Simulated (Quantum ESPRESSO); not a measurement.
## How far to go with the k-point mesh: CsPbBr₃ (P4mm, 5 atoms in the cell)

```yaml
crystal:
  lattice:
    - [5.84065, 0.00000, 0.00000]
    - [0.00000, 5.84065, 0.00000]
    - [0.00000, 0.00000, 5.84065]
  atoms:
    - { symbol: Cs, position: [0.00000, 0.00000, 0.00856] }
    - { symbol: Pb, position: [0.50000, 0.50000, 0.50000] }
    - { symbol: Br, position: [0.50000, 0.00000, 0.50000] }
    - { symbol: Br, position: [0.00000, 0.50000, 0.50000] }
    - { symbol: Br, position: [0.50000, 0.50000, 0.00000] }
```

Level of theory: LDA (PZ), GBRV 1.5 ultrasoft (LDA) pseudopotentials (plane waves; Quantum ESPRESSO 7.5).

Base settings: ecutwfc = 40 Ry; ecutrho = 200 Ry; occupations = smearing; smearing = fermi-dirac; degauss = 0.000734986 Ry; potentials = {Cs: cs_lda_v1.uspp.F.UPF, Pb: pb_lda_v1.uspp.F.UPF, Br: br_lda_v1.4.uspp.F.UPF}; K_POINTS = automatic 2 2 2 0 0 0; conv_thr = 1e-11 Ry.

The second cell is the first with its lattice scaled by 0.98.

Only quantities that move along the ladder and can be compared are tabulated.

The count of work is k-points × plane waves × bands × iterations; it is no time. Core times come from one kind of shared machine, to one figure; runs under 30 s give none.

The starting cell has typed, rounded lattice constants, without a prior relaxation at this level. Its lattice was rescaled by up to half a per cent. One atom was moved a little off its site on purpose.

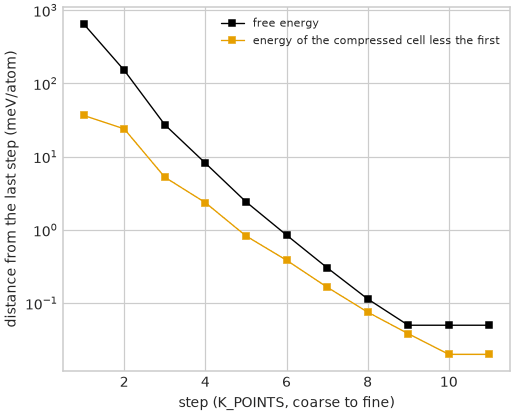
Figure: Distance from the last step along the ladder; very small values are drawn at a floor.

| K_POINTS | free energy less the last step's (meV/atom) | energy of the compressed cell less the first (meV/atom) | pressure (GPa) | largest difference of a force vector from the last step's (eV/Å) | count of work / last | core time / last (rough) |
|---|---|---|---|---|---|---|
| automatic 1 1 1 0 0 0 | -651.66 | -39.64 | -3.37 | 0.063 | 0.0050 | – |
| automatic 2 2 2 0 0 0 | 151.43 | 20.99 | 0.54 | 0.003 | 0.034 | – |
| automatic 3 3 3 0 0 0 | -27.35 | -8.27 | -1.26 | 0.001 | 0.030 | – |
| automatic 4 4 4 0 0 0 | 8.17 | -0.66 | -0.80 | 0.000 | 0.092 | 0.1 |
| automatic 5 5 5 0 0 0 | -2.43 | -3.85 | -0.98 | 0.000 | 0.091 | 0.1 |
| automatic 6 6 6 0 0 0 | 0.85 | -2.63 | -0.91 | 0.000 | 0.20 | 0.2 |
| automatic 7 7 7 0 0 0 | -0.31 | -3.18 | -0.94 | 0.000 | 0.20 | 0.2 |
| automatic 8 8 8 0 0 0 | 0.11 | -2.94 | -0.93 | 0.000 | 0.38 | 0.4 |
| automatic 9 9 9 0 0 0 | -0.05 | -3.06 | -0.94 | 0.000 | 0.38 | 0.4 |
| automatic 10 10 10 0 0 0 | 0.02 | -3.01 | -0.93 | 0.000 | 0.64 | 0.6 |
| automatic 11 11 11 0 0 0 | -0.01 | -3.03 | -0.93 | 0.000 | 0.64 | 0.6 |
| automatic 12 12 12 0 0 0 | 0.00 | -3.02 | -0.93 | 0.000 | 1.0 | 1 |

Coarsest K_POINTS that holds the forces within 0.005 eV/Å of the last step, with all finer ones: automatic 2 2 2 0 0 0, at 0.034 of the last step's count of work; the step before is off by 0.063 eV/Å.

Coarsest K_POINTS that holds the free energy within 2 meV/atom of the last step, with all finer ones: automatic 6 6 6 0 0 0, at 0.20 of the last step's count of work and about 0.2 of the last step's time; the step before is off by 2.4 meV/atom.

Coarsest K_POINTS that holds the energy of the compressed cell less the first within 1 meV/atom of the last step, with all finer ones: automatic 5 5 5 0 0 0, at 0.091 of the last step's count of work and about 0.1 of the last step's time; the step before is off by 2.4 meV/atom.

The energy difference between the two cells stays within 1 meV/atom of the last step's from automatic 5 5 5 0 0 0 on, the total only from automatic 6 6 6 0 0 0 on: much of the error is common to both cells and cancels.
